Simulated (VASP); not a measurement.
Band structure of AuAl2 (fluorite). Computed with LDA (Ceperley-Alder, Perdew-Zunger), VASP's LDA PAW potentials (set 64) (plane waves; VASP).

Unless said otherwise, spin-orbit coupling is left out, though it shifts the bands of the heavy elements here.

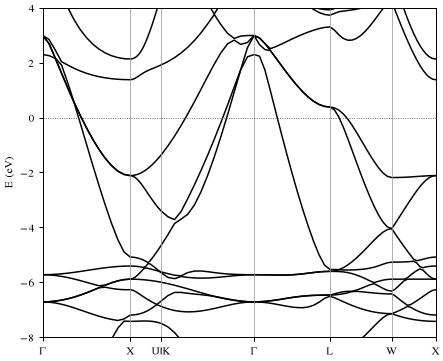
Figure: Bands along high-symmetry lines, zero at the valence-band maximum or, without a gap, the Fermi level

Task: Read the plot: is there a gap, and where are the band edges?

Result: It has no gap at this level: it comes out as a metal or semimetal. (Edges off the drawn lines would not show.)

The compound is AuAl2 in the fluorite structure. It was relaxed first. The electron count is odd and the run is not spin-polarised, which forces a metal.
